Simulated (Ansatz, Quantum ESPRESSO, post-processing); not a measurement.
# Ballistic transmission: vacuum gap of 3.5 Å between two Li(100) faces, part 3 of 3

How well does the junction conduct in the ballistic limit? It is: vacuum gap of 3.5 Å between two Li(100) faces.

Quantum ESPRESSO 7.5; plane-wave DFT, LDA, GBRV ultrasoft pseudopotentials; cross-check by Ansatz 0.2.0 with PAW datasets.

So far. Step 2 (Ground state): The run needed 31 iterations to bring the estimated error under 1e-07 Ry; the largest force on any atom, held or free, is 0.27 eV/Å. Step 3 (Transmission with pwcond.x): At no point does T exceed the number of channels.

## Step 4: The open system, with ewind = 2.0 and epsproj = 0.001

Level of this step: transmission by pwcond, lead and junction from one cell; plane-wave DFT, LDA, GBRV ultrasoft pseudopotentials (Quantum ESPRESSO).

How much does a setting matter? One run is repeated with a change.

File cond.w.in:

```
&inputcond
  outdir = './out'
  prefixt = 'scf'
  tran_file = 'cond.w.dat'
  bdl = 2.0000000000
  bds = 8.5174418605
  ikind = 1
  ewind = 2.0
  epsproj = 0.001
  nz1 = 7
  energy0 = 0.4
  denergy = -0.4
/
21
  0.00000000 0.00000000 0.01000000
  0.00000000 0.10000000 0.04000000
  0.00000000 0.20000000 0.04000000
  0.00000000 0.30000000 0.04000000
  0.00000000 0.40000000 0.04000000
  0.00000000 0.50000000 0.02000000
  0.10000000 0.10000000 0.04000000
  0.10000000 0.20000000 0.08000000
  0.10000000 0.30000000 0.08000000
  0.10000000 0.40000000 0.08000000
  0.10000000 0.50000000 0.04000000
  0.20000000 0.20000000 0.04000000
  0.20000000 0.30000000 0.08000000
  0.20000000 0.40000000 0.08000000
  0.20000000 0.50000000 0.04000000
  0.30000000 0.30000000 0.04000000
  0.30000000 0.40000000 0.08000000
  0.30000000 0.50000000 0.04000000
  0.40000000 0.40000000 0.04000000
  0.40000000 0.50000000 0.04000000
  0.50000000 0.50000000 0.01000000
3
```

On the command line:

```bash
$ OMP_NUM_THREADS=1 mpirun -n 2 pwcond.x -in cond.w.in > cond.w.out
```

What it wrote:

```text
[banner, memory and clock lines left out]
Program PWCOND v.7.5 starts
[citation notice left out]

[...]
./out/scf.save/

     IMPORTANT: XC functional enforced from input :
     Exchange-correlation= PZ
                           (   1   1   0   0   0   0   0)
     Any further DFT definition will be discarded
     Please, verify this is what you really want

     Reading collected, re-writing distributed wavefunctions

===== INPUT FILE containing all the regions =====

     GEOMETRY:

     lattice parameter (alat)  =       6.5007  a.u.
     the volume                =    2339.8128 (a.u.)^3
     the cross section         =      42.2586 (a.u.)^2
     l of the unit cell        =       8.5174 (alat)
     number of atoms/cell      =           16
     number of atomic types    =            1

     crystal axes: (cart. coord. in units of alat)
               a(1) = (  1.0000  0.0000  0.0000 )
               a(2) = (  0.0000  1.0000  0.0000 )
               a(3) = (  0.0000  0.0000  8.5174 )

   Cartesian axes

     site n.     atom                  positions (alat units)
          1        Li     tau(  1)=(  0.0000  0.0000  8.5174  )
          2        Li     tau(  2)=(  0.5000  0.5000  0.5000  )
          3        Li     tau(  3)=(  0.0000  0.0000  1.0000  )
          4        Li     tau(  4)=(  0.5000  0.5000  1.5000  )
          5        Li     tau(  5)=(  0.0000  0.0000  2.0000  )
          6        Li     tau(  6)=(  0.5000  0.5000  2.5000  )
          7        Li     tau(  7)=(  0.0000  0.0000  3.0000  )
          8        Li     tau(  8)=(  0.5000  0.5000  3.5000  )
          9        Li     tau(  9)=(  0.0000  0.0000  4.5174  )
         10        Li     tau( 10)=(  0.5000  0.5000  5.0174  )
         11        Li     tau( 11)=(  0.0000  0.0000  5.5174  )
         12        Li     tau( 12)=(  0.5000  0.5000  6.0174  )
         13        Li     tau( 13)=(  0.0000  0.0000  6.5174  )
         14        Li     tau( 14)=(  0.5000  0.5000  7.0174  )
         15        Li     tau( 15)=(  0.0000  0.0000  7.5174  )
         16        Li     tau( 16)=(  0.5000  0.5000  8.0174  )

     nr1s                      =           27
     nr2s                      =           27
     nr3s                      =          225
     nr1sx                     =           27
     nr2sx                     =           27
     nr3sx                     =          225
     nr1                       =           30
     nr2                       =           30
     nr3                       =          250
     nr1x                      =           30
     nr2x                      =           30
     nr3x                      =          250

 _______________________________
  Radii of nonlocal spheres:

     type       ibeta     ang. mom.          radius (alat units)
       Li         1         0                    0.3102
       Li         2         0                    0.3102
       Li         3         0                    0.3102
       Li         4         1                    0.3102
       Li         5         1                    0.3102
----- General information -----

--- T calc. with identical leads (ikind=1) ---

     nrx                       =           27
     nry                       =           27
     nz1                       =            7

     energy0               =         4.0E-01
     denergy               =        -4.0E-01
     nenergy               =          3
     ecut2d                =         4.0E+01
     ewind                 =         2.0E+00
     epsproj               =         1.0E-03

     number of k_|| points=   21
                       cryst. coord.
        k(    1) = (   0.0000000   0.0000000), wk =   0.0100000
        k(    2) = (   0.0000000   0.1000000), wk =   0.0400000
[...]
k(   21) = (   0.5000000   0.5000000), wk =   0.0100000
----- Information about left/right lead -----

     nocros                   =            9
     noins                    =           27
     norb                     =           45
     norbf                    =          117
     nrz                      =           53

      iorb      type   ibeta   ang. mom.   m       position (alat)
        1        1       1        0        1   taunew(   1)=(  0.0000  0.0000  0.0000)
        2        1       2        0        1   taunew(   2)=(  0.0000  0.0000  0.0000)
[...]
45        1       5        1        3   taunew(  45)=(  0.0000  0.0000  2.0000)
    k slab    z(k)  z(k+1)     crossing(iorb=1,norb)
    1   0.0000 0.0377 0.0377   111111111000000000000000000000000000000000000
    2   0.0377 0.0755 0.0377   111111111000000000000000000000000000000000000
[...]
53   1.9623 2.0000 0.0377   000000000000000000000000000000000000111111111
----- Information about scattering region -----

     noins                    =           99
     norb                     =          117
     norbf                    =          117
     nrz                      =          172

      iorb      type   ibeta   ang. mom.   m       position (alat)
        1        1       1        0        1   taunew(   1)=(  0.0000  0.0000 -0.0000)
        2        1       2        0        1   taunew(   2)=(  0.0000  0.0000 -0.0000)
[...]
117        1       5        1        3   taunew( 117)=(  0.0000  0.0000  6.5174)
 ngper, shell number =          137          22
 ngper, n2d =          137          25
---  E-Ef =    0.4000000  k =    0.0000000   0.0000000
---  ie =          1  ik =          1
 Nchannels of the left tip =            1
 Right moving states:
   k1(2pi/a)   k2(2pi/a)   E-Ef (eV)
   0.2790910   0.0000035   0.4000000
 Left moving states:
   k1(2pi/a)   k2(2pi/a)   E-Ef (eV)
  -0.2790910   0.0000035   0.4000000

 to transmit
 Band j to band i transmissions and reflections:
    j         i     |T_ij|^2    |R_ij|^2

    1 -->     1     0.96427     0.03573
   Total T_j, R_j =    0.96427  0.03573

E-Ef(ev), T(x2 spins) =    0.4000000   1.9285490
---  E-Ef =    0.0000000  k =    0.0000000   0.0000000
---  ie =          2  ik =          1
 Nchannels of the left tip =            1
 Right moving states:
   k1(2pi/a)   k2(2pi/a)   E-Ef (eV)
   0.2136712   0.0000038   0.0000000
 Left moving states:
   k1(2pi/a)   k2(2pi/a)   E-Ef (eV)
  -0.2136712   0.0000038   0.0000000

 to transmit
 Band j to band i transmissions and reflections:
    j         i     |T_ij|^2    |R_ij|^2

    1 -->     1     0.98666     0.01334
   Total T_j, R_j =    0.98666  0.01334

E-Ef(ev), T(x2 spins) =    0.0000000   1.9733240
---  E-Ef =   -0.4000000  k =    0.0000000   0.0000000
---  ie =          3  ik =          1
 Nchannels of the left tip =            1
 Right moving states:
   k1(2pi/a)   k2(2pi/a)   E-Ef (eV)
   0.1442441   0.0000041  -0.4000000
 Left moving states:
   k1(2pi/a)   k2(2pi/a)   E-Ef (eV)
  -0.1442441   0.0000041  -0.4000000

 to transmit
 Band j to band i transmissions and reflections:
    j         i     |T_ij|^2    |R_ij|^2

    1 -->     1     0.99963     0.00037
   Total T_j, R_j =    0.99963  0.00037

E-Ef(ev), T(x2 spins) =   -0.4000000   1.9992620
 ngper, shell number =          137          70
 ngper, n2d =          137          24
[... further energies and points left out ...]
---  E-Ef =    0.4000000  k =    0.5000000   0.5000000
---  ie =          1  ik =         21
 Nchannels of the left tip =            2
 Right moving states:
   k1(2pi/a)   k2(2pi/a)   E-Ef (eV)
   0.2580449  -0.0000004   0.4000000
   0.2580449  -0.0000004   0.4000000
 Left moving states:
   k1(2pi/a)   k2(2pi/a)   E-Ef (eV)
  -0.2580449  -0.0000004   0.4000000
  -0.2580449  -0.0000004   0.4000000

 to transmit
 Band j to band i transmissions and reflections:
    j         i     |T_ij|^2    |R_ij|^2

    1 -->     1     0.02884     0.00060
    1 -->     2     0.00000     0.97056
   Total T_j, R_j =    0.02884  0.97116

    2 -->     1     0.00000     0.97056
    2 -->     2     0.02884     0.00060
   Total T_j, R_j =    0.02884  0.97116

E-Ef(ev), T(x2 spins) =    0.4000000   0.1153790
---  E-Ef =    0.0000000  k =    0.5000000   0.5000000
---  ie =          2  ik =         21
 Nchannels of the left tip =            0
 Right moving states:
   k1(2pi/a)   k2(2pi/a)   E-Ef (eV)
 Left moving states:
   k1(2pi/a)   k2(2pi/a)   E-Ef (eV)

 to transmit
          E-Ef(ev), T =    0.0000000   0.0000000
---  E-Ef =   -0.4000000  k =    0.5000000   0.5000000
---  ie =          3  ik =         21
 Nchannels of the left tip =            0
 Right moving states:
   k1(2pi/a)   k2(2pi/a)   E-Ef (eV)
 Left moving states:
   k1(2pi/a)   k2(2pi/a)   E-Ef (eV)

 to transmit
          E-Ef(ev), T =   -0.4000000   0.0000000
   T_tot     0.40000      0.14309E+01
   T_tot     0.00000      0.12777E+01
   T_tot    -0.40000      0.10597E+01

[...]
```

Elapsed: 64 s, on 2 MPI ranks of Arm Neoverse N1, shared host; peak memory 0.11 GiB.

The changed values were drawn from a wide range, not chosen for quality; the comparison shows what they did here together.

Beside the run it was changed from:

| quantity | this run | unchanged run | difference |
| --- | --- | --- | --- |
| transmission at the Fermi level, one spin | 0.6389 | 0.6389 | -5.0e-5 |
| lead channels at the Fermi level, one spin | 1.290 | 1.290 | 0 |
| wall time (s) | 64 | 109 |  |

Over all energies T moves by up to 3.2e-4, at 0.4 eV.

The physical values in this table stay within 0.05 %.

## Step 5: Cross-check with Ansatz

A second code with its own PAW datasets, on the same atoms.

Level of this step: plane-wave DFT, LDA, Ansatz PAW (Ansatz 0.2.0).

File input.yaml:

```yaml
crystal:
  lattice:
    - [3.44, 0.0, 0.0]
    - [0.0, 3.44, 0.0]
    - [0.0, 0.0, 29.3]
  atoms:
    - { symbol: Li, position: [0.0, 0.0, 0.0] }
    - { symbol: Li, position: [0.5, 0.5, 0.0587030717] }
    - { symbol: Li, position: [0.0, 0.0, 0.1174061433] }
    - { symbol: Li, position: [0.5, 0.5, 0.176109215] }
    - { symbol: Li, position: [0.0, 0.0, 0.2348122867] }
    - { symbol: Li, position: [0.5, 0.5, 0.2935153584] }
    - { symbol: Li, position: [0.0, 0.0, 0.35221843] }
    - { symbol: Li, position: [0.5, 0.5, 0.4109215017] }
    - { symbol: Li, position: [0.0, 0.0, 0.5303754266] }
    - { symbol: Li, position: [0.5, 0.5, 0.5890784983] }
    - { symbol: Li, position: [0.0, 0.0, 0.64778157] }
    - { symbol: Li, position: [0.5, 0.5, 0.7064846416] }
    - { symbol: Li, position: [0.0, 0.0, 0.7651877133] }
    - { symbol: Li, position: [0.5, 0.5, 0.823890785] }
    - { symbol: Li, position: [0.0, 0.0, 0.8825938567] }
    - { symbol: Li, position: [0.5, 0.5, 0.9412969283] }
kpoints:
  mp_grid: { grid: [7, 7, 1] }
hamiltonian:
  xc: lda
scf:
  occupations: { method: fermi_dirac, width: 0.1 }
  convergence: { dr2_threshold: 1.0e-08 }
output:
  transmission: { leads: [[0, 2]], e_range: [-0.4, 0.4], de: 0.4, kmesh: [10, 10] }
  write_potential: true
  write_density: true
  volumetric_format: npy
  elf: true
```

On the command line:

```bash
$ ansatz run input.yaml --threads 2 --pin off --max-ram 4096MiB --backend cpu --events-out ev --progress --plain --runs-dir out
```

What it wrote:

```text
Engine: ansatz 0.2.0, aarch64-unknown-linux-gnu
Pseudopotentials: kind: paw
Pseudopotential: Li, paw, valence charge 3, recommended cutoff 420 eV (normal), Li.paw.azcp
Functional definition: SPW92
  exchange = slater_x
  correlation = pw_c
Crystal: 16 atoms, lattice volume = 346.724 Å³
Basis set: ecut = 420 eV, 6781 PW (Γ)
Bands: 40, of which v1, the nominal top of the filled ones, is band 24 counted from 1 (23 counted from 0)
Symmetry: 16 space group operations
Space group: P4/nmm (ITA 129), of the structure as read, at distance tolerance 7.0e-5 Å
k-points: 10 of 49
Non-local potential: Li, projectors of the file, l = 0: 3, l = 1: 2, l = 2: 1
PAW form: soft (Blöchl's): semilocal exchange-correlation on the pseudo side does not see the compensation charge
PAW one-centre angular grid: Li, 110 points (default); XC on 64 Gauss nodes
Initial density: superposition of atomic densities (neutral atoms: chi_scale 0, normalization atom), corrected by the library's trained network
Initial wavefunctions: pseudopotential atomic-orbital guess
Functional: x = slater, c = lda
SCF iter   1: F=—  HF=-3225.863619 eV  |F-HF|=—  |Δ(HF+E_count)|=         —  Δρ=4.35e-3  dr2=3.67e-1  ethr=1.77e-3  ⟨swp⟩=11.2  Hψ=2389  notcnv=0  defer=10
preconditioner: auto → Kerker (q_TF=auto, 1.962 Å⁻¹)  [metal: Δε(μ)=0.011 eV  Ē_g=3.820 eV  σ=0.100 eV  W_gap=0.03  n_scr=46 (ndim 8)  ℏωp=8.0 eV  f_vac=0.000  D(μ)=8.15/eV (n_scr^D=54)]
SCF iter   2: F=—  HF=-3225.803325 eV  |F-HF|=—  |Δ(HF+E_count)|=   6.03e-2  Δρ=1.94e-3  dr2=1.14e-1  ethr=7.65e-4  ⟨swp⟩=1.2  Hψ=484  notcnv=0  defer=14
SCF iter   3: F=—  HF=-3225.791063 eV  |F-HF|=—  |Δ(HF+E_count)|=   1.23e-2  Δρ=1.77e-4  dr2=1.08e-3  ethr=2.38e-4  ⟨swp⟩=1.0  Hψ=371  notcnv=0  defer=14
SCF iter   4: F=—  HF=-3225.790928 eV  |F-HF|=—  |Δ(HF+E_count)|=   1.35e-4  Δρ=9.76e-5  dr2=4.77e-4  ethr=2.25e-6  ⟨swp⟩=1.2  Hψ=403  notcnv=0  defer=14
SCF iter   5: F=—  HF=-3225.790894 eV  |F-HF|=—  |Δ(HF+E_count)|=   3.39e-5  Δρ=3.24e-5  dr2=2.01e-5  ethr=9.93e-7  ⟨swp⟩=1.0  Hψ=371  notcnv=0  defer=14
SCF iter   6: F=—  HF=-3225.790889 eV  |F-HF|=—  |Δ(HF+E_count)|=   4.43e-6  Δρ=7.50e-6  dr2=1.35e-6  ethr=4.18e-8  ⟨swp⟩=1.2  Hψ=373  notcnv=0  defer=14
SCF iter   7: F=—  HF=-3225.790877 eV  |F-HF|=—  |Δ(HF+E_count)|=   1.19e-5  Δρ=2.11e-6  dr2=6.00e-8  ethr=2.82e-9  ⟨swp⟩=1.3  Hψ=380  notcnv=0  defer=17
SCF iter   8: F=-3225.790877 eV  HF=-3225.790877 eV  |F-HF|=2.16e-9  |Δ(HF+E_count)|=   1.49e-9  Δρ=4.78e-7  dr2=3.21e-9  ethr=2.08e-11  ⟨swp⟩=9.4  Hψ=1242  notcnv=0
SCF 1 converged in 8 iterations: F = -3225.790877 eV  dr2 = 3.21e-9
  greatest PAW one-centre occupation: 1.000 electrons in one spin orbital (limit 2), on the Li atom at site 9 (counted from 0), in its partial waves of l = 0
transmission: 79 of 777 steps passed
transmission: 157 of 777 steps passed
[...]
transmission: 777 of 777 steps passed
SCF converged after 8 iterations
Free energy (F): -3225.790877 eV
Harris-Foulkes:  -3225.790877 eV  (|F-HF|=2.16e-9)
Internal energy: -3225.517569 eV  (E = F + TS)
E sigma→0 (E₀):  -3225.654223 eV
Entropy (-TS):   -0.273309 eV (-17.082 meV/atom)
Fermi energy:    0.718403 eV
--- Per-component energies (eV) ---
  E_band       = -1449.573274
  E_kinetic    = 336.880425
  E_local      = -2442.163529  (includes V_loc(G=0)·N_el)
  E_nonlocal   = -529.639506
  E_hartree    = 784.916556
  E_xc         = -156.112098
  E_vxc        = -203.423881  (∫ρ·V_xc dr)
  E_paw        = -295.359316  (= ΣΔE_a)
  E_vpaw       = -181.059565  (= ΣTr[D̂ρ^β])
  E_aug_tail   = 0.000138  (compensation charges beyond the density's cutoff)
  E_ewald      = -924.040240
  E_smearing   = -0.273309  (= −TS)
  E_closure    = -0.000000  (closes the sum)
  Σ components = -3225.790877   (vs F -3225.790877, Δ=0.00e0)
--- Band table (eV; the first three rows and the last of 10) ---
  k-point 0: bands = [... 20 lower, -2.0885, -1.5859, -1.3917, -0.5968, -0.4907, 0.6510, 0.6913, 2.1055, ... 12 higher]
  k-point 1: bands = [... 20 lower, -1.8967, -1.4005, -1.1999, -0.4197, -0.3033, 0.8220, 0.8482, 2.2337, ... 12 higher]
  k-point 2: bands = [... 20 lower, -1.3228, -0.8504, -0.6356, 0.0828, 0.2223, 1.2061, 1.2114, 2.0735, ... 12 higher]
  k-point 9: bands = [... 20 lower, 1.0926, 1.2267, 1.2905, 1.4078, 1.7397, 1.7741, 2.0534, 2.0852, ... 12 higher]
--- Transmission ---
  basis      : 101 plane waves across, 37 finite elements along
  points     : 21, standing for a mesh of 10 x 10
  energies   : 3 from -0.400000 to 0.400000 eV about the Fermi level, 0.400000 eV apart; the leads are filled to 0.000000 eV, and channels, transmission and decay are at 0.000000 eV
  crystal 0  : Li2, at the sites [0, 2], period 3.4400 Å, over 27.52 Å; its Hamiltonian steps by up to 9.7 meV
    offset         : up to 0.0000 Å between an atom of the period and one for which it stands
    channels       : 1.210000e0 a spin
    conductance    : none, the energies end too early or step too widely for 300 K: set another output.transmission.e_range or a lower de, or, where they end at an eighth of basis.ecutwfc, a higher one
    slowest decay  : 0.2359 /Å at (0.5000, 0.5000)
  junction   : crystal 0 to crystal 0, -0.16 to 25.70 Å
    transmission   : 6.300235e-1 a spin
    conductance    : none, the energies end too early or step too widely for 300 K: set another output.transmission.e_range or a lower de, or, where they end at an eighth of basis.ecutwfc, a higher one
```

It took 56 s on 2 threads; peak memory 0.52 GiB; 1.7 min of CPU time.

Numbers from this step:

* free energy: -3225.7909 eV
* energy at zero smearing: -3225.6542 eV
* smearing term TS: 0.2733 eV
* Fermi energy: 0.7184 eV
* symmetry operations: 16
* transmission at the Fermi level, one spin: 0.6300
* lead channels at the Fermi level, one spin: 1.21
* step of the lead's Hamiltonian over a period: 9.7 meV

Per spin; mean over the k mesh across the current. The transmission, zone mean by energy, zero at the Fermi level:

| energy (eV) | transmission, zone mean |
| --- | --- |
| -0.400 | 0.521 |
| 0.000 | 0.630 |
| 0.400 | 0.708 |

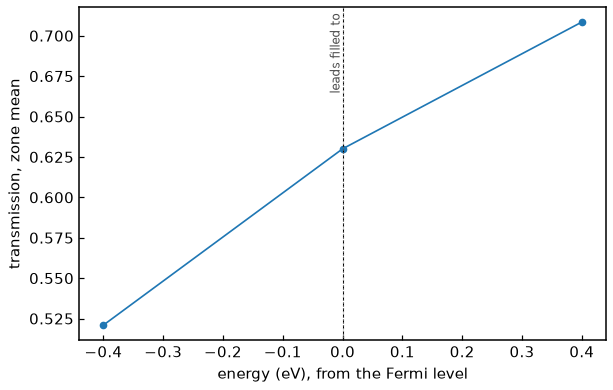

Transmission, zone mean against energy.

Per spin; mean over the k mesh across the current. Open channels, zone mean against energy, zero at the Fermi level:

| energy (eV) | open channels, zone mean |
| --- | --- |
| -0.400 | 1.09 |
| 0.000 | 1.21 |
| 0.400 | 1.27 |

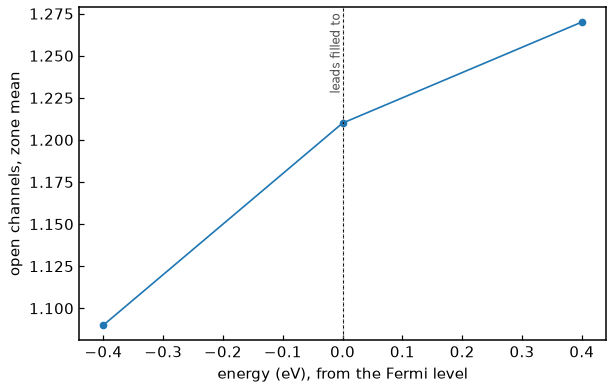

Open channels, zone mean, plotted against energy.

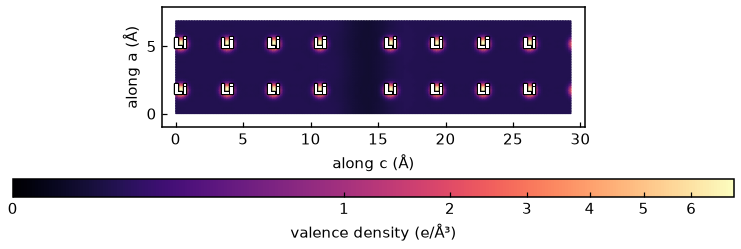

Valence density in the ca plane at fractional y = 0.000, with atoms of Li within 0.2 Å of it. It is the smooth field of the valence electrons, not physical close to the nuclei. The map starts off the cell's origin, so that atoms lie inside it. The colour scale is stretched toward low values.

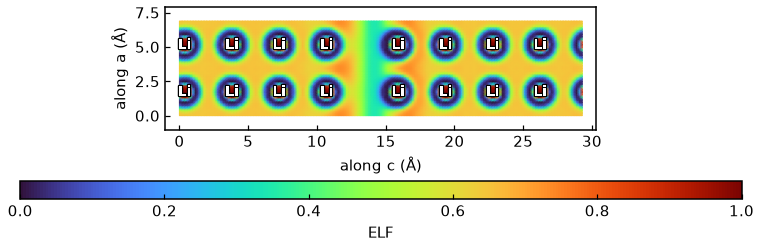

ELF in the ca plane at fractional y = 0.000, with atoms of Li within 0.2 Å of it. It is the smooth field of the valence electrons, not physical close to the nuclei. The map starts off the cell's origin, so that atoms lie inside it.

Ansatz finds T = 0.630 against pwcond's 0.639.

## Step 6: All levels side by side

All levels:

| step | T at the Fermi level (per spin) | conductance (G0) | r.m.s. T(E) from the first | CPU time of the step (s) | peak memory (GiB) |
| --- | --- | --- | --- | --- | --- |
| Ansatz | 0.63 | - | 0 | 104.6 | 0.522 |
| pwcond | 0.6389 | 0.6389 | 0.008378 | 218.7 | 0.12 |
| pwcond, changed setting | 0.6389 | 0.6389 | 0.008293 | 128 | 0.11 |

Per spin; mean over the k mesh across the current. Table of transmission, zone mean by energy, zero at the Fermi level:

| energy (eV) | Ansatz | pwcond | pwcond, changed setting |
| --- | --- | --- | --- |
| -0.400 | 0.521 | 0.530 | 0.530 |
| 0.000 | 0.630 | 0.639 | 0.639 |
| 0.400 | 0.708 | 0.716 | 0.715 |

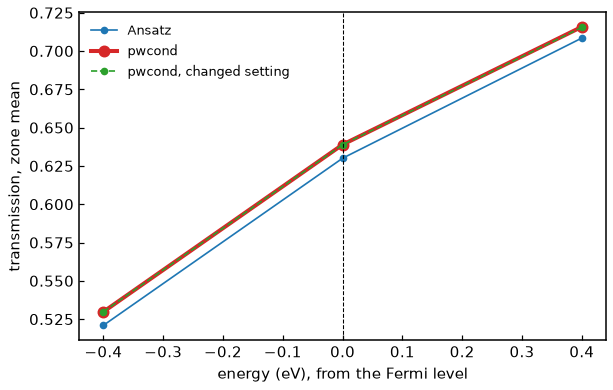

Transmission, zone mean, plotted against energy.

## Step 7: A check by hand

The Landauer sum over the mesh, Σ w T = 0.0800 × 0.995 + 0.0800 × 0.926 + 0.0800 × 0.819 + … = 0.6389.

G = 0.639 × 77.48 µS = 49.5 µS a cell. Times the area of 11.834 Å², the resistance-area product is A/G = 2.39 fΩ m², the leads' contact resistance included.

Free electrons at 1 an atom (4 atoms in 81.4 Å³) have k_F = 1.133 1/Å and offer A k_F²/4π = 1.21 channels per spin; the lead has 1.29 on this mesh.

## Step 8: What came out

```json
{
 "conductance from T at the Fermi level, a cell (G₀ = 2e²/h)": "0.639 G₀",
 "conductance per area": "418 S/μm²",
 "lead channels per spin": "1.29",
 "the same conductance by Ansatz": "0.630 G₀"
}
```

**Reading.** The junction conducts 0.639 G₀ a cell at the Fermi level (LDA, GBRV ultrasoft). At the Fermi level the junction passes 50 % of what the leads offer. At the Fermi level pwcond and Ansatz differ by 1.4 %, a close match. The codes count unlike numbers of lead channels on 8 % of the mesh. The mean rests on 21 distinct points, the heaviest weighing 0.08, and the mesh was not tested, so even the second digit is unsure. Over -0.4 to 0.4 eV, T lies between 0.53 and 0.72 per spin. The geometry is as built, not relaxed, and the leads are short. Semilocal functionals lack the image potential in a vacuum gap.

[Logs are printed without paths, hosts, clocks, repeated set-up lines and the standing remarks that a program may print on its own settings, such as how far it seeks lower states.]

[Hosts, paths, dates, database ids (printed as entryN), source tags and the programs' standing remarks are cut or masked in the printed files.]

[Maps of the electrostatic potential energy from Ansatz leave out the sawtooth potential of an applied field or a dipole correction, so their vacuum need not be flat; planar profiles and work functions include it.]
